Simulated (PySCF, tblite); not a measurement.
**H8NPSi2: dynamics, then NMR shifts on frames, part 1 of 2**

Aim: move H8NPSi2 (`[SiH3]N[SiH2]P`) away from its starting geometry and see how NMR shifts follow the geometry.

Computed with tblite 0.8.0 and PySCF 2.14.0, with density-fitted response routines of our own, on a single molecule in the gas phase. Atoms count from 0, in the outputs and in this text.

**1. Starting geometry**

12 atoms, charge 0, multiplicity 1; geometry from: GFN2-xTB.

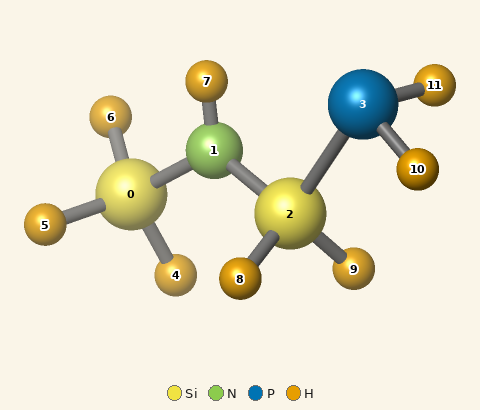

As it starts; silicon yellow, nitrogen green, phosphorus blue, hydrogen amber, atoms numbered.

**2. A short Langevin run with GFN2-xTB**

The job: settings as JSON, then the geometry in Å.

```
{"job": {"kind": "md", "xc": "GFN2-xTB", "basis": "xTB", "temperature": 400, "steps": 2000, "every": 50, "frames": 5}, "charge": 0, "multiplicity": 1}
Si    -2.221104     0.156383     0.275597
N     -0.503219     0.342076     0.430549
Si     0.736174    -0.491768    -0.433063
P      2.656344     0.187004     0.500180
H     -2.488049     0.009332    -1.151303
H     -2.685776    -1.029725     1.001695
H     -2.808172     1.371348     0.838638
H     -0.200810     0.829605     1.259822
H      0.654992    -1.950813    -0.274586
H      0.598334    -0.160505    -1.855570
H      3.454485    -0.574822    -0.329333
H      2.807998     1.311200    -0.288652
```

Method: GFN2-xTB Langevin dynamics, gas phase.

On the command line:

```sh
OMP_NUM_THREADS=1 python probes_run.py task.json out
```

The driver reads the jobs from task.json and runs them one after another.

The program printed:

```text
t/fs     T/K      E/eV
    0.0   348.7   -354.29413
   25.0   281.8   -354.00577
   50.0   334.5   -353.77719
   75.0   428.7   -353.81285
  100.0   427.6   -353.88680
  125.0   425.9   -353.80060
  150.0   455.8   -353.97510
  175.0   323.9   -353.68858
  200.0   355.7   -353.84668
  225.0   397.2   -353.78085
  250.0   465.8   -353.78564
  275.0   374.9   -353.57737
  300.0   411.1   -353.86099
  325.0   471.0   -353.99348
  350.0   511.9   -353.94662
  375.0   390.3   -353.84516
  400.0   376.1   -353.74277
  425.0   335.8   -353.70266
  450.0   507.8   -353.83182
  475.0   433.4   -353.63310
  500.0   286.0   -353.40567
  525.0   403.5   -353.71814
  550.0   536.0   -353.93730
  575.0   375.6   -353.86459
  600.0   338.7   -353.69219
  625.0   546.6   -353.89316
  650.0   450.7   -353.78178
  675.0   272.6   -353.85529
  700.0   256.2   -353.91035
  725.0   337.7   -353.99547
  750.0   177.3   -353.79311
  775.0   296.8   -353.87811
  800.0   263.9   -353.65212
  825.0   407.4   -353.77926
  850.0   492.6   -353.75203
  875.0   566.8   -353.63725
  900.0   432.2   -353.75927
  925.0   528.2   -353.62576
  950.0   623.2   -353.78355
  975.0   551.5   -353.59974
 1000.0   640.0   -353.70054
```

Wall time 17 s (1 thread of Arm Neoverse N1, shared host); peak memory 0.18 GiB.

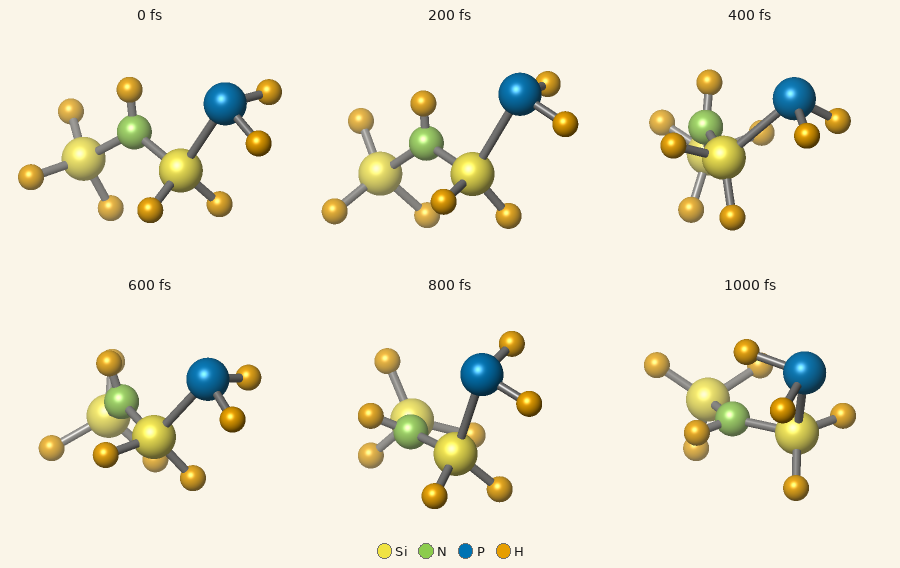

Frames of the run.

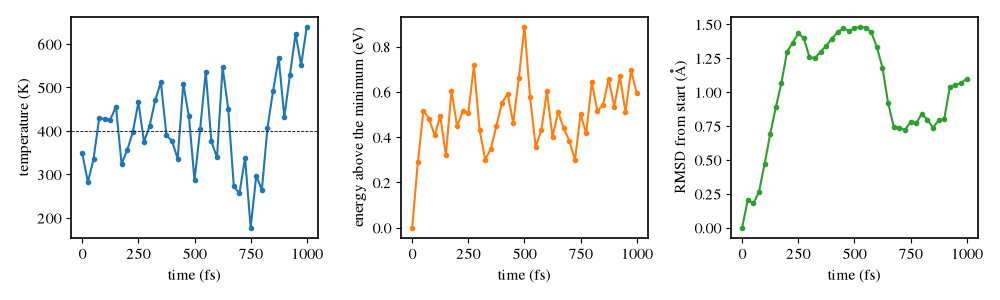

Temperature, potential energy and distance from the start.

Positions (Å) and forces (eV/Å) at 1000 fs:

```xyz
12

Si   -2.505    0.343    0.992    1.315    1.687   -1.095
N    -1.129   -0.727    0.969   -0.910   -0.939    0.532
Si    0.390   -0.885    0.163    0.938   -0.949    0.823
P     2.093   -1.005    1.744   -1.099   -0.654    0.832
H    -1.916    1.732    0.551   -0.496   -1.188    0.422
H    -3.533   -0.009    0.046   -0.292   -0.285   -0.433
H    -3.129    0.427    2.268   -0.138   -0.074    0.853
H    -1.408   -1.593    1.464    0.458    0.633   -0.375
H     0.615   -2.250   -0.394   -0.452    0.447   -0.294
H     0.628    0.326   -0.562   -0.025    0.303   -0.417
H     1.060   -0.993    2.771    0.996    0.002   -0.578
H     2.263   -2.444    1.875   -0.295    1.017   -0.268
```

**3. Shielding tensors: 250 fs, PBE0/pcSseg-1**

The job: settings as JSON, then the geometry in Å.

```
{"job": {"kind": "nmr", "xc": "PBE0", "basis": "pcSseg-1", "pop": false}, "charge": 0, "multiplicity": 1}
Si    -2.666900     0.425200     0.065100
N     -1.064600     0.331900     0.708300
Si     0.370900    -0.539800     0.107900
P      2.046500     0.604200     0.861700
H     -3.441200     0.841900     1.199700
H     -2.698000     1.373400    -1.065400
H     -2.969000    -0.811400    -0.610900
H     -0.976100     0.772600     1.551000
H      0.813800    -2.011600     0.431100
H      0.187800    -0.385800    -1.368600
H      2.966500    -0.304200     0.374200
H      2.072500     1.250400    -0.384300
```

Method: GIAO PBE0/pcSseg-1 NMR shielding, non-relativistic, gas phase.

The program printed:

```text
coarse grid: 10896 points
cycle   1  E = -979.3628109463  dE =  1.037e-01  |g| = 4.440e-01  |ddm| = 3.052e+00
cycle   2  E = -979.3069411310  dE =  5.587e-02  |g| = 6.625e-01  |ddm| = 9.801e-01
cycle   3  E = -979.4044289638  dE = -9.749e-02  |g| = 5.403e-02  |ddm| = 6.582e-01
cycle   4  E = -979.4051409479  dE = -7.120e-04  |g| = 1.546e-02  |ddm| = 8.518e-02
cycle   5  E = -979.4051981074  dE = -5.716e-05  |g| = 3.558e-03  |ddm| = 2.720e-02
cycle   6  E = -979.4052013427  dE = -3.235e-06  |g| = 7.567e-04  |ddm| = 6.830e-03
final grid: 89752 points
cycle   7  E = -979.4249995703  dE = -1.139e-05  |g| = 4.565e-03  |ddm| = 1.667e-02
cycle   8  E = -979.4249938254  dE =  5.745e-06  |g| = 6.881e-03  |ddm| = 9.364e-03
cycle   9  E = -979.4250038887  dE = -1.006e-05  |g| = 4.225e-04  |ddm| = 5.742e-03
cycle  10  E = -979.4250039272  dE = -3.850e-08  |g| = 9.488e-05  |ddm| = 6.655e-04
cycle  11  E = -979.4250039295  dE = -2.344e-09  |g| = 1.742e-05  |ddm| = 1.579e-04
cycle  12  E = -979.4250039296  dE = -9.049e-11  |g| = 3.649e-06  |ddm| = 3.055e-05
converged SCF energy = -979.4250039296

GIAO shielding tensors (ppm)
atom      isotropic    diamagn.    paramagn.     s11        s22        s33       span
  0 Si     403.331     879.728    -476.397    346.248    386.559    477.186    130.938
  1 N      261.720     324.518     -62.798    231.882    266.792    286.487     54.605
  2 Si     376.269     879.918    -503.650    296.535    360.078    472.193    175.659
  3 P      633.266     968.217    -334.951    537.866    646.390    715.544    177.678
  4 H       27.183      28.689      -1.507     23.361     25.286     32.900      9.539
  5 H       26.808      29.160      -2.352     22.960     25.406     32.058      9.099
  6 H       27.112      29.480      -2.368     23.368     25.910     32.058      8.690
  7 H       33.946      36.040      -2.094     24.420     32.239     45.178     20.758
  8 H       25.121      28.218      -3.098     20.963     24.021     30.377      9.415
  9 H       26.001      30.892      -4.890     22.199     25.304     30.501      8.302
 10 H       31.089      30.463       0.627     25.922     26.966     40.381     14.458
 11 H       29.652      30.413      -0.761     24.154     27.557     37.246     13.092
```

It took 20 s on 1 thread of Arm Neoverse N1, shared host; peak memory 0.62 GiB.

Shifts follow as δ = σ(reference) − σ, with reference shieldings (ppm) from runs at the same level and on the same kind of geometry: 1H TMS 31.72, 29Si TMS 349.2, 15N NH3 267.7, 31P H3PO4 318.4. The references are single molecules in the gas phase, so shifts against H2O, NH3, PH3, H3PO4 or CFCl3 are not on the usual liquid scales and can be off by tens of ppm. Each atom is listed at this fixed geometry, with no averaging over motion; a spectrum would average atoms that exchange fast.

```
atoms                            environment  σ (ppm)  δ (ppm)
   H8   hydrogen on a silicon bonded to N, P    25.12     6.60
   H9   hydrogen on a silicon bonded to N, P    26.00     5.72
   H5      hydrogen on a silicon bonded to N    26.81     4.91
   H6      hydrogen on a silicon bonded to N    27.11     4.61
   H4      hydrogen on a silicon bonded to N    27.18     4.53
  H11  hydrogen on a phosphorus bonded to Si    29.65     2.06
  H10  hydrogen on a phosphorus bonded to Si    31.09     0.63
   H7  hydrogen on a nitrogen bonded to 2 Si    33.95    -2.23
  Si2            silicon bonded to N, P, 2 H    376.3    -27.1
  Si0               silicon bonded to N, 3 H    403.3    -54.2
   N1             nitrogen bonded to 2 Si, H    261.7      6.0
   P3           phosphorus bonded to Si, 2 H    633.3   -314.9
```

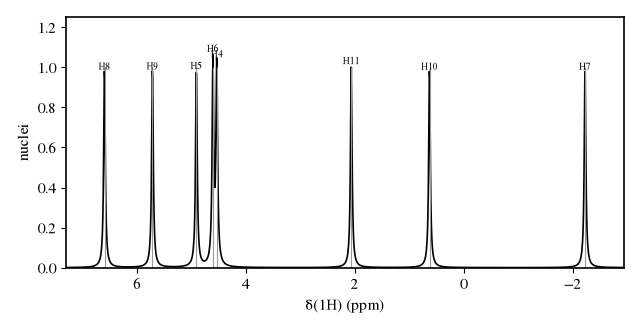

1H lines at the computed shifts, without couplings. Lines are broadened to a width of 0.04 ppm (Lorentzian).

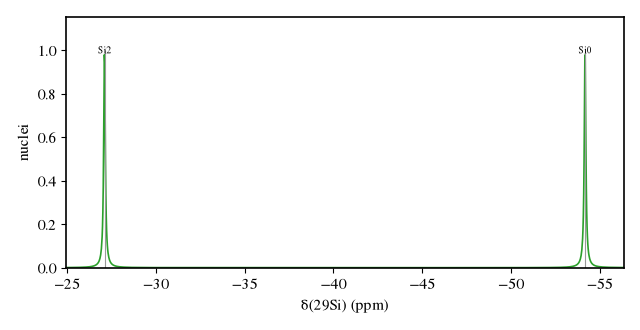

29Si lines at the computed shifts, without couplings. Lines are broadened to a width of 0.11 ppm (Lorentzian).

The fields below are evaluated on a grid from the run's orbitals.

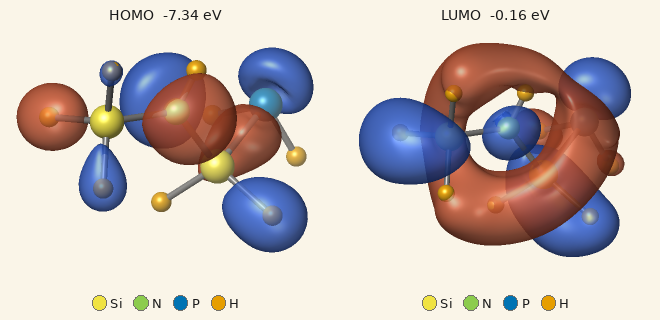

PBE0/pcSseg-1 orbitals near the gap, drawn at the value that encloses 70 % of each; the two colours are the two signs.

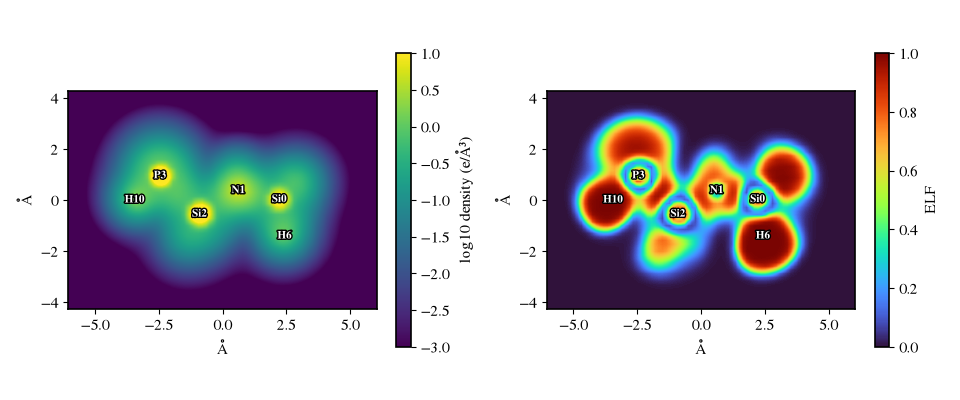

Density (left) and ELF (right) in a plane through or near 6 of the atoms.

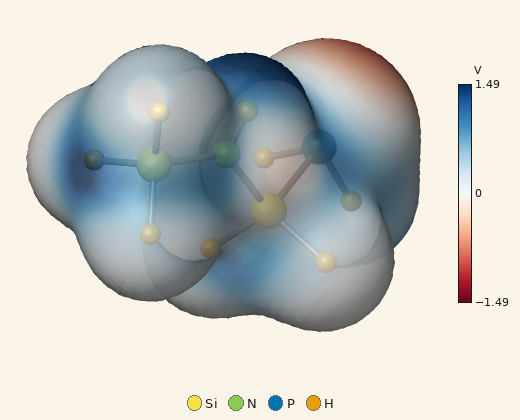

Electrostatic potential on the surface of density 0.002 e/bohr³; red is low, blue high. It runs, from the 1st to the 99th percentile, from -0.81 V near P3 to 1.49 V near H7.

**4. Nuclear shieldings: 425 fs, PBE0/pcSseg-1**

The job: settings as JSON, then the geometry in Å.

```
{"job": {"kind": "nmr", "xc": "PBE0", "basis": "pcSseg-1", "pop": false}, "charge": 0, "multiplicity": 1}
Si    -2.426200     0.758300     0.001100
N     -1.222500     0.096700     1.018500
Si    -0.133800    -1.235700     1.047000
P      1.857800    -0.038900     1.106100
H     -3.594200     1.384100     0.823300
H     -1.661800     1.650400    -0.939200
H     -3.012000    -0.204600    -1.017900
H     -1.149000     0.712600     1.780000
H     -0.033100    -1.994300     2.303500
H     -0.671200    -1.974000    -0.157200
H      2.868000    -1.035100     0.918300
H      1.901000     0.316900    -0.174700
```

Method: GIAO PBE0/pcSseg-1 NMR shielding, non-relativistic, gas phase.

The program printed:

```text
coarse grid: 10896 points
cycle   1  E = -979.3615205562  dE =  2.075e-02  |g| = 4.562e-01  |ddm| = 3.039e+00
cycle   2  E = -979.3139841834  dE =  4.754e-02  |g| = 6.466e-01  |ddm| = 9.517e-01
cycle   3  E = -979.4053594421  dE = -9.138e-02  |g| = 5.842e-02  |ddm| = 6.093e-01
cycle   4  E = -979.4061735470  dE = -8.141e-04  |g| = 1.854e-02  |ddm| = 9.178e-02
cycle   5  E = -979.4062691964  dE = -9.565e-05  |g| = 4.313e-03  |ddm| = 3.310e-02
cycle   6  E = -979.4062741522  dE = -4.956e-06  |g| = 8.506e-04  |ddm| = 7.465e-03
final grid: 89752 points
cycle   7  E = -979.4260243333  dE = -1.112e-05  |g| = 4.828e-03  |ddm| = 1.513e-02
cycle   8  E = -979.4260181357  dE =  6.198e-06  |g| = 7.197e-03  |ddm| = 9.229e-03
cycle   9  E = -979.4260291059  dE = -1.097e-05  |g| = 3.395e-04  |ddm| = 5.733e-03
cycle  10  E = -979.4260291283  dE = -2.241e-08  |g| = 8.979e-05  |ddm| = 5.138e-04
cycle  11  E = -979.4260291305  dE = -2.190e-09  |g| = 1.982e-05  |ddm| = 1.547e-04
cycle  12  E = -979.4260291306  dE = -1.000e-10  |g| = 4.104e-06  |ddm| = 3.430e-05
converged SCF energy = -979.4260291306

GIAO shielding tensors (ppm)
atom      isotropic    diamagn.    paramagn.     s11        s22        s33       span
  0 Si     401.994     879.442    -477.448    357.692    372.265    476.025    118.334
  1 N      266.002     324.492     -58.490    225.940    260.390    311.675     85.735
  2 Si     374.287     879.245    -504.958    295.321    379.132    448.407    153.086
  3 P      584.212     968.648    -384.436    507.168    611.843    633.625    126.457
  4 H       25.700      26.565      -0.865     22.401     23.759     30.940      8.539
  5 H       26.056      29.699      -3.642     21.671     24.976     31.522      9.851
  6 H       26.105      28.534      -2.429     23.466     24.685     30.163      6.697
  7 H       33.927      34.231      -0.304     23.610     32.800     45.371     21.760
  8 H       25.992      28.342      -2.350     22.064     24.291     31.620      9.557
  9 H       25.721      29.454      -3.733     22.165     24.923     30.074      7.910
 10 H       29.564      29.557       0.007     24.799     25.602     38.291     13.492
 11 H       31.127      33.684      -2.556     25.924     28.648     38.811     12.887
```

Wall time 14 s (1 thread of Arm Neoverse N1, shared host); peak memory 0.64 GiB.

This run: δ Si2 -25.1, Si0 -52.8, N1 1.7, P3 -265.8, H4 6.02, H9 6.00 ppm.

(Continued in part 2 of 2.)
